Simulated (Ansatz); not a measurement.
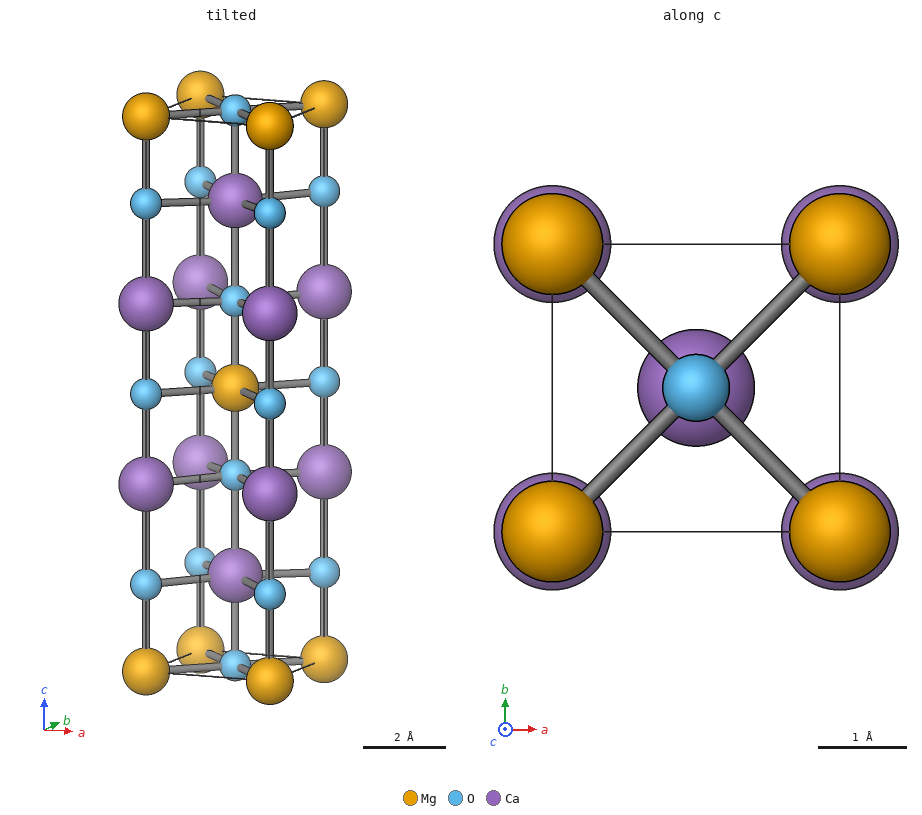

The structure above is drawn in ball-and-stick style and viewed slightly off an axis and along the c axis. The parallelepiped is the conventional unit cell.

Ca2MgO3, space group I4/mmm (No. 139), a = 3.299 Å, b = 3.299 Å, c = 13.762 Å, α = 90.00°, β = 90.00°, γ = 90.00°. The model was built from a structure type filled with these elements by a generator (whether the compound takes this form wasn't checked). Earlier steps of the study, as a rule a relaxation of our own, may have changed the cell and positions, so they can lie some per cent off the listed ones. It went into a calculation with Ansatz.

This one geometry was computed with Ansatz (DFT, plane waves, PAW) at four levels of theory: PBE0, r2SCAN, PBE and HSE06. It was relaxed beforehand with r2SCAN.

Which level gives the highest pressure at this volume, and what does that say about its equilibrium volume?

Answer. Highest: PBE (3.0 GPa), which points to the largest equilibrium volume. Lowest, with the smallest volume: PBE0 (-0.1 GPa), r2SCAN (0.0 GPa) and HSE06 (0.0 GPa). Levels within 0.5 GPa of each other can't be told apart.

How does the band gap change with the level of theory?

Answer. PBE: a gap of 3.97 eV, direct; r2SCAN: a gap of 4.68 eV, indirect; HSE06: a gap of 5.54 eV, direct; PBE0: a gap of 6.27 eV, direct.

Collect the results in a table.

Answer.
| level | cutoff (eV) | k-mesh of the run's cell | gap (eV) | pressure (GPa) |
| --- | --- | --- | --- | --- |
| PBE0 | 420 | 6×6×6 | 6.27 | -0.1 |
| r2SCAN | 500 | 10×10×10 | 4.68 | 0.0 |
| PBE | 420 | 10×10×10 | 3.97 | 3.0 |
| HSE06 | 420 | 6×6×6 | 5.54 | 0.0 |

Gaps are taken on the k-mesh or band path of each run.
